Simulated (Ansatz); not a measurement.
# BSiHO (triplet): one geometry, many settings at distance O2–Si3 = 4.467 Å

Aim: run BSiHO (triplet) at one geometry under a spread of methods and options, and see what each costs and gives.

Method: the settings change from run to run; program: Ansatz 0.2.0, Gaussian basis.

13 further runs of the same task are left out: 12 that didn't finish, 1 set aside as unsound or not needed.

## (1) What is computed

The geometry derives from a PBE0/def2-TZVP stationary point (not a proven minimum). One bond is set to the value named and the two fragments are kept rigid.

4 atoms, charge 0, spin multiplicity 3.

Atoms are counted from 1 here; the program's logs count them from 0.

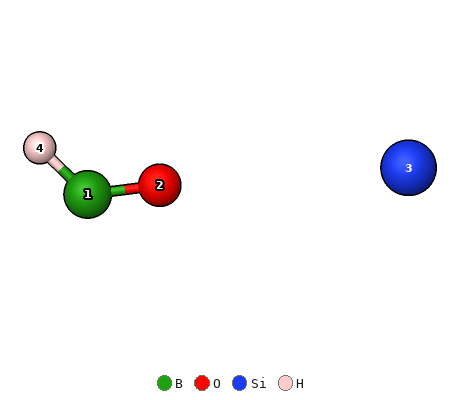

The geometry (boron green, oxygen red, silicon blue, hydrogen pink); atoms are numbered from 1 in the order of the file.

## (2) HF/STO-3G

File in.yaml:

```yaml
crystal:
  periodic: [false, false, false]
  atoms:
    - {symbol: B, position_ang: [0.000003, -0.313593, 1.557678]}
    - {symbol: O, position_ang: [-0.000027, -0.195609, 0.261786]}
    - {symbol: Si, position_ang: [0.000029, -0.042912, -4.202604]}
    - {symbol: H, position_ang: [-0.000005, 0.552114, 2.383141]}
basis:
  gaussian: {orbitals: STO-3G}
magnetization: {spin_polarized: false, initial_magnetization: 2}
hamiltonian: {xc: hf}
output: {orbitals: {seedname: orbitals}}
```

On the command line:

```sh
> ansatz run in.yaml --threads 1 --pin off --events-out ev --progress --plain --max-ram 2393MiB
```

Output:

```text
Functional definition: HF
  name "HF"
  cite "Fock, Z. Phys. 61, 126 (1930) doi:10.1007/BF01340294"
  parent pbe
  exchange = exact_x
  correlation = 0
236 factors; integrals over basis functions are off by at most 3.4e-5 eV
mean field evaluation 1: about -10445.7186 eV, gradient 2.6e1 eV
mean field evaluation 2: about -10445.7566 eV, gradient 2.6e1 eV
mean field evaluation 4: about -10448.2091 eV, gradient 1.2e1 eV
mean field evaluation 8: about -10455.2342 eV, gradient 1.3e0 eV
mean field evaluation 16: about -10455.2416 eV, gradient 5.8e-5 eV
mean field evaluation 32: about -10455.2296 eV, gradient 2.5e-2 eV
mean field evaluation 64: about -10455.2295 eV, gradient 2.5e-2 eV
mean field evaluation 96: about -10455.2169 eV, gradient 1.9e-2 eV
mean field evaluation 128: about -10448.1735 eV, gradient 2.1e0 eV
mean field evaluation 160: about -10331.0952 eV, gradient 6.7e1 eV
mean field evaluation 192: about -10455.2416 eV, gradient 3.8e-3 eV
mean field -10455.24159120 eV, -384.2230416593 hartree, gradient 6.1e-6 eV, S^2 2.000000; 4 other end points of the search recorded, 0 dependent functions left out
reference -10455.24159120 eV, -384.2230416593 hartree; 15, 13 occupied and 5, 7 virtual orbitals, 236 factors
Total energy: -10455.24159120 eV, -384.2230416593 hartree
```

Wall time 1 s (1 thread of Intel Xeon at 2.50GHz, shared host).

## (3) MP2 on ROHF/cc-pVDZ

in.yaml, as its differences from that of step 2:

```diff
@@ -8,5 +8,4 @@
 basis:
-  gaussian: {orbitals: STO-3G}
+  gaussian: {orbitals: cc-pVDZ}
 magnetization: {spin_polarized: false, initial_magnetization: 2}
-hamiltonian: {xc: hf}
-output: {orbitals: {seedname: orbitals}}
+correlation: {method: mp2, electrons: valence}
```

Launched as before.

Output (excerpt; [...] marks lines left out):

```text
Functional definition: HF
  name "HF"
  cite "Fock, Z. Phys. 61, 126 (1930) doi:10.1007/BF01340294"
  parent pbe
[...]
487 factors; integrals over basis functions are off by at most 9.1e-4 eV
[...]
mean field -10584.23943022 eV, -388.9636248055 hartree, gradient 2.6e-6 eV, S^2 2.000000; 10 other end points of the search recorded, 0 dependent functions left out
[...]
7 core orbitals not correlated: weight in the atoms' cores, before any rotation towards them, 1.000 or more for the frozen orbitals, at most 0.000 for the correlated occupied ones
reference -10584.23943022 eV, -388.9636248055 hartree; 8, 6 occupied and 36, 38 virtual orbitals, 487 factors
second order -9.05947679 eV of doubles, -0.05974842 eV of singles
Total energy: -10593.35865543 eV, -389.2987501508 hartree
```

It took 13 s on 1 thread of Intel Xeon at 2.50GHz, shared host.

## (4) CCSD on ROHF/def2-SVP

in.yaml, as its differences from that of step 3:

```diff
@@ -8,4 +8,4 @@
 basis:
-  gaussian: {orbitals: cc-pVDZ}
+  gaussian: {orbitals: def2-SVP}
 magnetization: {spin_polarized: false, initial_magnetization: 2}
-correlation: {method: mp2, electrons: valence}
+correlation: {method: ccsd, electrons: outside_noble_gas}
```

Launched as before.

Output (excerpt; [...] marks lines left out):

```text
Functional definition: HF
  name "HF"
  cite "Fock, Z. Phys. 61, 126 (1930) doi:10.1007/BF01340294"
  parent pbe
[...]
490 factors; integrals over basis functions are off by at most 8.8e-4 eV
[...]
mean field -10579.27260227 eV, -388.7810972448 hartree, gradient 1.5e-6 eV, S^2 2.000000; 13 other end points of the search recorded, 0 dependent functions left out
[...]
determinant -10579.27260227 eV, -388.7810972448 hartree, with singles and doubles -10588.92960231 eV, -389.1359854507 hartree
determinant -10579.20233376 eV, -388.7785149248 hartree, with singles and doubles -10588.88065040 eV, -389.1341865013 hartree
determinant -10579.20220111 eV, -388.7785100501 hartree, with singles and doubles -10588.88046320 eV, -389.1341796215 hartree
determinant -10579.27260227 eV, -388.7810972448 hartree, with singles and doubles -10588.92988305 eV, -389.1359957677 hartree
determinant -10579.20233376 eV, -388.7785149248 hartree, with singles and doubles -10588.88093267 eV, -389.1341968742 hartree
determinant -10579.20220111 eV, -388.7785100501 hartree, with singles and doubles -10588.88073204 eV, -389.1341895014 hartree
7 core orbitals not correlated: weight in the atoms' cores, before any rotation towards them, 1.000 or more for the frozen orbitals, at most 0.000 for the correlated occupied ones
reference -10579.27260227 eV, -388.7810972448 hartree; 8, 6 occupied and 36, 38 virtual orbitals, 490 factors
second order -9.00002724 eV of doubles, -0.05522944 eV of singles
cycle   1  -9.65728047 eV  change    3.1e-7 eV  update   3.6e-6
WARN: the results are in doubt because among natural orbitals full CI differs from the method by -0.101 eV
Total energy: -10588.92988274 eV, -389.1359957562 hartree
In doubt: among natural orbitals full CI differs from the method by -0.101 eV
```

Run time: 31 s. Hardware: 1 thread of Intel Xeon at 2.50GHz, shared host.

From the report: correlation -9.6573 eV; T1 0.029; largest double amplitude 0.11. Mind the lines of doubt at the end of the log.

## (5) CISD/def2-SVPD

in.yaml, as its differences from that of step 4:

```diff
@@ -8,4 +8,4 @@
 basis:
-  gaussian: {orbitals: def2-SVP}
+  gaussian: {orbitals: def2-SVPD}
 magnetization: {spin_polarized: false, initial_magnetization: 2}
-correlation: {method: ccsd, electrons: outside_noble_gas}
+correlation: {active_space: {ras: {orbitals: [6, 2, 60], electrons: 14, max_holes: 2, max_particles: 2}, fixed_orbitals: true}}
```

Launched as before.

Output (excerpt; [...] marks lines left out):

```text
Functional definition: HF
  name "HF"
  cite "Fock, Z. Phys. 61, 126 (1930) doi:10.1007/BF01340294"
  parent pbe
[...]
729 factors; integrals over basis functions are off by at most 1.0e-3 eV
[...]
mean field -10579.44411004 eV, -388.7874000393 hartree, gradient 4.8e-6 eV, S^2 2.000000; 9 other end points of the search recorded, 0 dependent functions left out
reference -10579.44411004 eV, -388.7874000393 hartree; 15, 13 occupied and 60, 62 virtual orbitals, 729 factors
state -10588.36457623 eV, -389.1152211250 hartree
Total energy: -10588.36457623 eV, -389.1152211250 hartree
```

Wall time 1.8 min (1 thread of Intel Xeon at 2.50GHz, shared host); peak memory 0.41 GiB.

From the report: 1,114,864 determinants.

## (6) CCSD(T) on ROHF/STO-3G

in.yaml, as its differences from that of step 5:

```diff
@@ -8,4 +8,4 @@
 basis:
-  gaussian: {orbitals: def2-SVPD}
+  gaussian: {orbitals: STO-3G}
 magnetization: {spin_polarized: false, initial_magnetization: 2}
-correlation: {active_space: {ras: {orbitals: [6, 2, 60], electrons: 14, max_holes: 2, max_particles: 2}, fixed_orbitals: true}}
+correlation: {method: ccsd_t, electrons: outside_noble_gas}
```

Same command.

Output (excerpt; [...] marks lines left out):

```text
Functional definition: HF
  name "HF"
  cite "Fock, Z. Phys. 61, 126 (1930) doi:10.1007/BF01340294"
  parent pbe
[...]
236 factors; integrals over basis functions are off by at most 3.4e-5 eV
[...]
mean field -10455.24159120 eV, -384.2230416593 hartree, gradient 7.1e-6 eV, S^2 2.000000; 12 other end points of the search recorded, 0 dependent functions left out
[...]
determinant -10455.24159120 eV, -384.2230416593 hartree, with singles and doubles -10459.93230068 eV, -384.3954220532 hartree
determinant -10455.21696159 eV, -384.2221365380 hartree, with singles and doubles -10459.91941845 eV, -384.3949486399 hartree
determinant -10455.21689327 eV, -384.2221340270 hartree, with singles and doubles -10459.91933676 eV, -384.3949456381 hartree
determinant -10455.24159120 eV, -384.2230416593 hartree, with singles and doubles -10459.93001544 eV, -384.3953380721 hartree
determinant -10455.21696159 eV, -384.2221365380 hartree, with singles and doubles -10459.91714253 eV, -384.3948650015 hartree
determinant -10455.21689327 eV, -384.2221340270 hartree, with singles and doubles -10459.91706035 eV, -384.3948619813 hartree
determinant -10455.01217758 eV, -384.2146108643 hartree, with singles and doubles -10459.95159459 eV, -384.3961310913 hartree
determinant -10455.01217758 eV, -384.2146108643 hartree, with singles and doubles -10459.95080824 eV, -384.3961021936 hartree
unrestricted determinant -10455.75864070 eV, -384.2420428780 hartree, S^2 2.6180
7 core orbitals not correlated: weight in the atoms' cores, before any rotation towards them, 1.000 or more for the frozen orbitals, at most 0.000 for the correlated occupied ones
reference -10455.24159120 eV, -384.2230416593 hartree; 8, 6 occupied and 5, 7 virtual orbitals, 236 factors
second order -4.40046740 eV of doubles, -0.00000741 eV of singles
cycle   1  -4.68842658 eV  change   -2.3e-6 eV  update   2.9e-6
perturbative correction -0.31285495 eV, -0.0114972074 hartree
Total energy: -10460.24287273 eV, -384.4068353655 hartree
```

Run time: 8.5 s. Hardware: 1 thread of Intel Xeon at 2.50GHz, shared host.

From the report: correlation -5.0013 eV; T1 0.032; largest double amplitude 0.18.

## (7) HF/def2-SVP

in.yaml, as its differences from that of step 6:

```diff
@@ -8,4 +8,6 @@
 basis:
-  gaussian: {orbitals: STO-3G}
-magnetization: {spin_polarized: false, initial_magnetization: 2}
-correlation: {method: ccsd_t, electrons: outside_noble_gas}
+  gaussian: {orbitals: def2-SVP}
+magnetization: {spin_polarized: true, initial_magnetization: 2}
+hamiltonian: {xc: hf}
+accuracy: high
+output: {forces: true, orbitals: {seedname: orbitals}}
```

Launched as before.

Output (excerpt; [...] marks lines left out):

```text
Functional definition: HF
  name "HF"
  cite "Fock, Z. Phys. 61, 126 (1930) doi:10.1007/BF01340294"
  parent pbe
[...]
905 factors; integrals over basis functions are off by at most 4.0e-9 eV
[...]
mean field -10579.38317134 eV, -388.7851605831 hartree, gradient 3.1e-8 eV, S^2 2.255373; 5 other end points of the search recorded, 0 dependent functions left out
[...]
reference -10579.38317134 eV, -388.7851605831 hartree; 15, 13 occupied and 36, 38 virtual orbitals, 905 factors
Total energy: -10579.38317134 eV, -388.7851605831 hartree
Atom 0 at     0.000003    -0.313593     1.557678 Å, force    -0.000247     3.130020    -7.625685 eV/Å
Atom 1 at    -0.000027    -0.195609     0.261786 Å, force     0.000195    -1.945317     6.710843 eV/Å
Atom 2 at     0.000029    -0.042912    -4.202604 Å, force    -0.000001    -0.002241     0.043711 eV/Å
Atom 3 at    -0.000005     0.552114     2.383141 Å, force     0.000052    -1.182463     0.871132 eV/Å
Dipole moment:     0.000013    -0.035292     0.640451 e Å
```

Run time: 16 s. Hardware: 1 thread of Intel Xeon at 2.50GHz, shared host.

From the report: ⟨S²⟩ of the determinant 2.255 (pure triplet: 2.00).

## (8) BCCD(T)/STO-3G

in.yaml, as its differences from that of step 7:

```diff
@@ -8,6 +8,5 @@
 basis:
-  gaussian: {orbitals: def2-SVP}
+  gaussian: {orbitals: STO-3G}
 magnetization: {spin_polarized: true, initial_magnetization: 2}
-hamiltonian: {xc: hf}
-accuracy: high
-output: {forces: true, orbitals: {seedname: orbitals}}
+hamiltonian: {xc: {name: PBE0}}
+correlation: {method: bccd_t, electrons: outside_noble_gas}
```

Same command.

Output (excerpt; [...] marks lines left out):

```text
Functional definition: PBE0
  name "PBE0"
  cite "Adamo & Barone, J. Chem. Phys. 110, 6158 (1999) doi:10.1063/1.478522"
  cite "Perdew, Burke & Ernzerhof, Phys. Rev. Lett. 77, 3865 (1996) doi:10.1103/PhysRevLett.77.3865"
  parent pbe
[...]
236 factors; integrals over basis functions are off by at most 3.4e-5 eV
[...]
mean field -10476.97838695 eV, -385.0218541694 hartree, gradient 8.7e-9 eV, S^2 2.000003; 6 other end points of the search recorded, 0 dependent functions left out
7 core orbitals not correlated: weight in the atoms' cores, before any rotation towards them, 1.000 or more for the frozen orbitals, at most 0.000 for the correlated occupied ones
reference -10455.06163029 eV, -384.2164282178 hartree; 8, 6 occupied and 5, 7 virtual orbitals, 236 factors
second order -4.72792794 eV of doubles, -0.18713445 eV of singles
cycle   1  -3.51607706 eV  change     1.3e0 eV  update   2.3e-1
[...]
cycle  11  -4.73688556 eV  change   -6.0e-6 eV  update   8.9e-6
perturbative correction -0.39357021 eV, -0.0144634383 hartree
Total energy: -10460.19208606 eV, -384.4049689897 hartree
```

Wall time 6.5 s (1 thread of Intel Xeon at 2.50GHz, shared host).

From the report: ⟨S²⟩ of the determinant 2.000 (pure triplet: 2.00); correlation -5.1305 eV; largest double amplitude 0.18.

## (9) CCSD on ROHF/6-31G

File in.yaml:

```yaml
crystal:
  periodic: [false, false, false]
  atoms:
    - {symbol: B, position_ang: [0.000003, -0.313593, 1.557678]}
    - {symbol: O, position_ang: [-0.000027, -0.195609, 0.261786]}
    - {symbol: Si, position_ang: [0.000029, -0.042912, -4.202604]}
    - {symbol: H, position_ang: [-0.000005, 0.552114, 2.383141]}
basis:
  gaussian: {orbitals: 6-31G, point_charges: [{charge: -0.50, position_ang: [3.448, -0.240, 0.588]}]}
magnetization: {spin_polarized: false, initial_magnetization: 2}
correlation: {method: ccsd, electrons: outside_noble_gas}
accuracy: high
```

Same command.

Output (excerpt; [...] marks lines left out):

```text
Functional definition: HF
  name "HF"
  cite "Fock, Z. Phys. 61, 126 (1930) doi:10.1007/BF01340294"
  parent pbe
[...]
664 factors; integrals over basis functions are off by at most 3.5e-9 eV
[...]
mean field -10582.45071432 eV, -388.8978907086 hartree, gradient 1.7e-8 eV, S^2 2.000000; 12 other end points of the search recorded, 0 dependent functions left out
[...]
determinant -10582.45071432 eV, -388.8978907086 hartree, with singles and doubles -10588.84689755 eV, -389.1329461067 hartree
determinant -10582.34488884 eV, -388.8940016940 hartree, with singles and doubles -10588.75820275 eV, -389.1296866330 hartree
determinant -10582.33232517 eV, -388.8935399873 hartree, with singles and doubles -10588.74641961 eV, -389.1292536105 hartree
determinant -10582.45071432 eV, -388.8978907086 hartree, with singles and doubles -10588.84710236 eV, -389.1329536333 hartree
determinant -10582.34488884 eV, -388.8940016940 hartree, with singles and doubles -10588.75817636 eV, -389.1296856630 hartree
determinant -10582.33232517 eV, -388.8935399873 hartree, with singles and doubles -10588.74650741 eV, -389.1292568372 hartree
7 core orbitals not correlated: weight in the atoms' cores, before any rotation towards them, 1.000 or more for the frozen orbitals, at most 0.000 for the correlated occupied ones
reference -10582.45071432 eV, -388.8978907086 hartree; 8, 6 occupied and 18, 20 virtual orbitals, 664 factors
second order -6.20445310 eV of doubles, -0.00022740 eV of singles
cycle   1  -6.39639182 eV  change   -3.8e-6 eV  update   4.8e-6
[...]
cycle  40  -6.39639155 eV  change  -4.8e-10 eV  update   1.5e-9
WARN: the results are in doubt because among natural orbitals full CI differs from the method by -0.125 eV
Total energy: -10588.84710587 eV, -389.1329537625 hartree
In doubt: among natural orbitals full CI differs from the method by -0.125 eV
```

Run time: 17 s. Hardware: 1 thread of Intel Xeon at 2.50GHz, shared host.

From the report: correlation -6.3964 eV; T1 0.029; largest double amplitude 0.12. The program marks this result as in doubt; its last lines say why.

## (10) BCCD(T)/cc-pVDZ

File in.yaml:

```yaml
crystal:
  periodic: [false, false, false]
  atoms:
    - {symbol: B, position_ang: [0.000003, -0.313593, 1.557678]}
    - {symbol: O, position_ang: [-0.000027, -0.195609, 0.261786]}
    - {symbol: Si, position_ang: [0.000029, -0.042912, -4.202604]}
    - {symbol: H, position_ang: [-0.000005, 0.552114, 2.383141]}
basis:
  gaussian: {orbitals: cc-pVDZ}
magnetization: {spin_polarized: true, initial_magnetization: 2}
hamiltonian: {xc: {name: PBE0}}
correlation: {method: bccd_t, electrons: valence}
```

Launched as before.

Output (excerpt; [...] marks lines left out):

```text
Functional definition: PBE0
  name "PBE0"
  cite "Adamo & Barone, J. Chem. Phys. 110, 6158 (1999) doi:10.1063/1.478522"
  cite "Perdew, Burke & Ernzerhof, Phys. Rev. Lett. 77, 3865 (1996) doi:10.1103/PhysRevLett.77.3865"
  parent pbe
[...]
487 factors; integrals over basis functions are off by at most 9.1e-4 eV
[...]
mean field -10606.95911215 eV, -389.7985577164 hartree, gradient 1.2e-7 eV, S^2 2.004386; 5 other end points of the search recorded, 0 dependent functions left out
7 core orbitals not correlated: weight in the atoms' cores, before any rotation towards them, 1.000 or more for the frozen orbitals, at most 0.000 for the correlated occupied ones
reference -10583.99651962 eV, -388.9546980054 hartree; 8, 6 occupied and 36, 38 virtual orbitals, 487 factors
second order -9.56839508 eV of doubles, -0.25335255 eV of singles
cycle   1  -9.05398206 eV  change    7.4e-1 eV  update   1.7e-1
[...]
cycle  11  -9.88674260 eV  change   -4.8e-6 eV  update   1.7e-5
perturbative correction -0.43175322 eV, -0.0158666383 hartree
Total energy: -10594.31501544 eV, -389.3338957326 hartree
```

Run time: 21 s. Hardware: 1 thread of Intel Xeon at 2.50GHz, shared host.

From the report: ⟨S²⟩ of the determinant 2.004 (pure triplet: 2.00); correlation -10.3185 eV; largest double amplitude 0.10.

## (11) The runs in one table

 † marks a result that the program doubts.

```
                                       level         correlated  functions  energy (eV)     time
                                   HF/STO-3G                            20  -10455.2416      1 s
                         MP2 on ROHF/cc-pVDZ            valence         51  -10593.3587     13 s
                     CCSD on ROHF/def2-SVP †  outside noble gas         51  -10588.9299     31 s
                              CISD/def2-SVPD  outside noble gas         75  -10588.3646  1.8 min
                      CCSD(T) on ROHF/STO-3G  outside noble gas         20  -10460.2429    8.5 s
                                 HF/def2-SVP                            51  -10579.3832     16 s
           BCCD(T)/STO-3G (on PBE0 orbitals)  outside noble gas         20  -10460.1921    6.5 s
CCSD on ROHF/6-31G (beside a point charge) †  outside noble gas         33  -10588.8471     17 s
          BCCD(T)/cc-pVDZ (on PBE0 orbitals)            valence         51  -10594.3150     21 s
```

## (12) Summary of results

| quantity | value |
| --- | --- |
| runs | 9 |
| quickest | HF/STO-3G, 1 s |
| slowest | CISD/def2-SVPD, 1.8 min |

What this shows: Total energies in different bases, with other cores or another treatment of relativity can't be set against each other. CISD/def2-SVPD took 103 times as long as HF/STO-3G; the jobs differ in more than the method.
